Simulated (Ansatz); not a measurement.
Band structure of CdSe (F-43m, 2 atoms in the cell).

```xyz
2
Lattice="0.0000 3.0420 3.0420 3.0420 0.0000 3.0420 3.0420 3.0420 0.0000" Properties=species:S:1:pos:R:3 pbc="T T T"
Cd     0.0000     0.0000     0.0000
Se     4.5630     4.5630     4.5630
```

Computed with PBE, PAW files (plane waves; Ansatz, a quantum-chemistry and plane-wave program).

Settings: kpoints.mp_grid.grid = 6 6 6; hamiltonian.xc = pbe; hamiltonian.pseudopotentials = {kind: paw} (the program's default PAW files); scf.occupations.method = fixed; kpoints.band_path.npoints = 8.

The starting cell comes from a database of computed structures (which also holds hypothetical and non-ambient phases and stackings), without a prior relaxation at this level. Its lattice was rescaled by a random factor within 2.5 % of one.

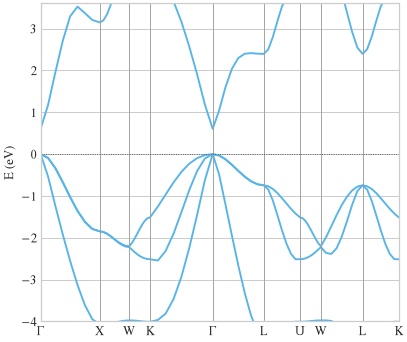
Figure: Bands along the path, energies from the top of the valence band on the path.

Problem. Read off roughly the gap and where its edges lie.

Solution. The gap along the path is about 0.6 eV (computed: 0.60 eV), direct at Γ to within 0.01 eV.

Levels in eV from the top of the valence band on the path, bands 15 to 21:
| point | 15 | 16 | 17 | 18 | 19 | 20 | 21 |
|---|---|---|---|---|---|---|---|
| Γ | -7.55 | 0.00 | 0.00 | 0.00 | 0.60 | 5.94 | 5.94 |
| X | -7.19 | -4.07 | -1.85 | -1.85 | 3.15 | 3.77 | 9.08 |
| W | -7.07 | -3.98 | -2.22 | -2.20 | 5.03 | 5.22 | 6.47 |
| K | -7.11 | -4.01 | -2.51 | -1.51 | 3.72 | 5.15 | 8.25 |
| L | -7.26 | -4.38 | -0.75 | -0.75 | 2.39 | 6.45 | 6.45 |
| U | -7.11 | -4.01 | -2.51 | -1.51 | 3.72 | 5.15 | 8.25 |

Keys are those of Ansatz 0.2.
